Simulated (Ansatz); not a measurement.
**C₄H₉FOSi₂: density, localisation and related maps**

```
atom    x (Å)    y (Å)    z (Å)
   C  -2.3527  -1.1399   0.6447
   C  -1.6731   0.0019   0.7667
   C   0.4654   1.1939  -1.2746
   C   1.6397   0.5141  -2.0402
   F  -3.6374  -1.2649   0.9947
   O   0.6436  -1.3703  -0.2930
  Si   0.1149   0.1318   0.2697
  Si   1.4779  -1.3640  -1.7598
   H  -1.9408  -2.0783   0.2581
   H  -2.2093   0.8628   1.1853
   H   0.9345   0.5656   1.4397
   H   0.6808   2.2508  -1.0452
   H  -0.4470   1.1878  -1.8969
   H   2.6066   0.8342  -1.6129
   H   1.6616   0.8003  -3.1049
   H   2.7850  -2.0656  -1.6240
   H   0.6693  -2.0551  -2.8071
```

Geometry: B3LYP/def2-SVP.

Method: Ansatz 0.2.0, isolated molecule in a Gaussian basis; Kohn-Sham density functional theory, functional PBE0.

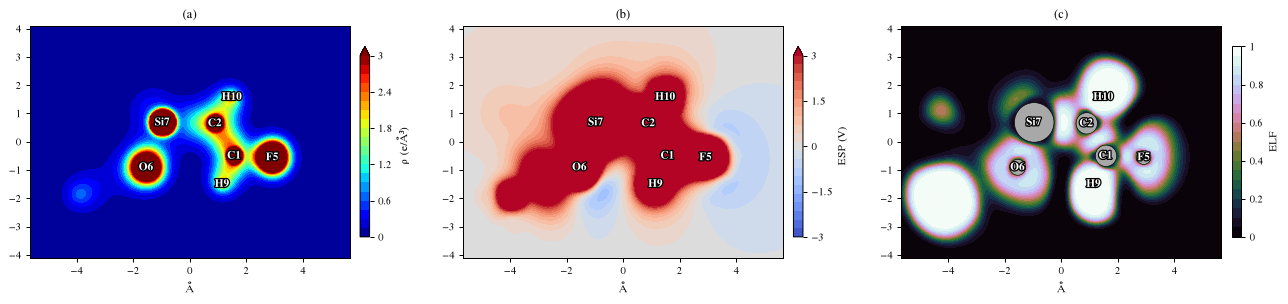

Figure 1. (a) electron density; (b) electrostatic potential; (c) ELF on the plane of atoms C1, C2 and H10. Grey discs cover the atomic cores in the ELF map.

> Interpret the plot.

- Atoms in the plane: C, F, O, Si and H.
- C–C (1.33 Å): ρ at the midpoint is about 2.3 e/Å³; the ELF peaks at about 0.95 between the atoms (a short, multiple covalent bond).
- C–F (1.34 Å): ρ at the midpoint is about 2.3 e/Å³; the ELF peaks at about 0.85 between the atoms (a polar covalent bond).
- Si–O (1.69 Å): ρ at the midpoint is about 1 e/Å³; the ELF peaks at about 0.85 between the atoms; a shared but strongly polarised pair.
- C–Si (1.86 Å): the density is about 0.97 e/Å³ at the midpoint; the ELF peaks at about 0.95 between the atoms (a covalent bond).
- C–H (1.10 Å): the density is about 2 e/Å³ at the midpoint; the ELF climbs to about 1 towards the hydrogen, as it does in any bond to H; a covalent bond by its length.
- The ELF also peaks beside O6 and F5, away from the bonds: lone-pair regions.
- Outside the dense part of the molecule the potential is most negative (−1.1 V) near O6.

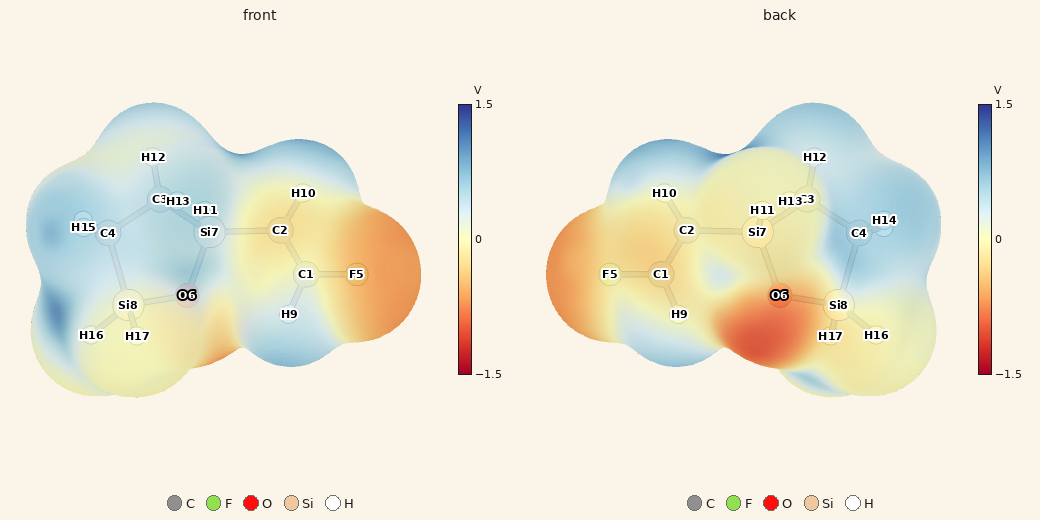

Figure 2. The molecular electrostatic potential painted on the density surface at 0.001 e/bohr³, seen from the front and from behind; the colour scale runs from red (negative) to blue (positive).

> Which sites attract a positive test charge, and which a negative one?

A positive charge is drawn to the negative regions and a negative charge to the positive ones. The most negative region (about −1.0 V) lies over O6, the most positive (about +1.0 V) over Si7 and Si8. O6 is the likeliest acceptor of a hydrogen bond.

> How polar is the molecule by this calculation?

Its dipole moment is 2.22 D.

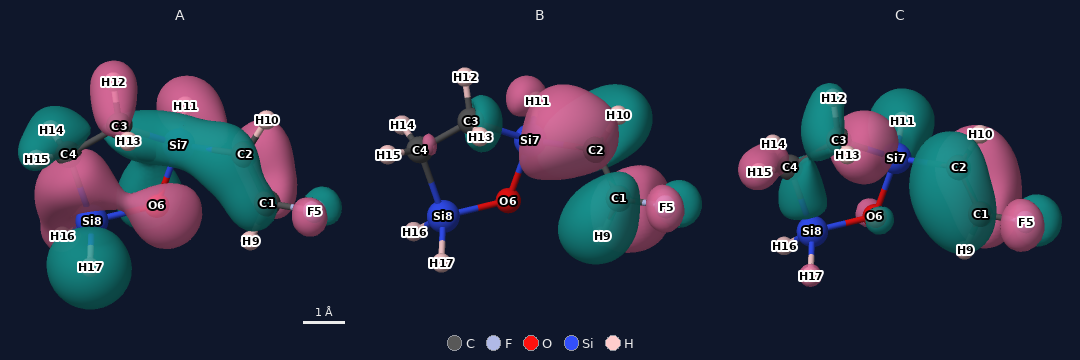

Figure 3. Three frontier orbitals at ±0.08 Å⁻³ᐟ² (teal and pink are the two phases), in no order.

> Which picture is the HOMO−1, the HOMO and the LUMO?

A is the HOMO−1 (−8.45 eV). It lies mainly on O6 (about 20 %), Si8 (about 15 %), H17 (about 10 %), C4 (about 10 %), C2 (about 10 %) and Si7 (about 10 %). C is the HOMO (−7.66 eV). It lies mainly on C2 (about 30 %), C1 (about 25 %), F5 (about 10 %), C3 (about 10 %) and Si7 (about 10 %). B is the LUMO (−0.37 eV). By Hirshfeld shares it lies mainly on C1 (about 35 %), C2 (about 25 %), Si7 (about 10 %) and F5 (about 5 %); π-antibonding (π*) across C1–C2.

> What is the HOMO–LUMO gap?

7.29 eV between the orbital energies.
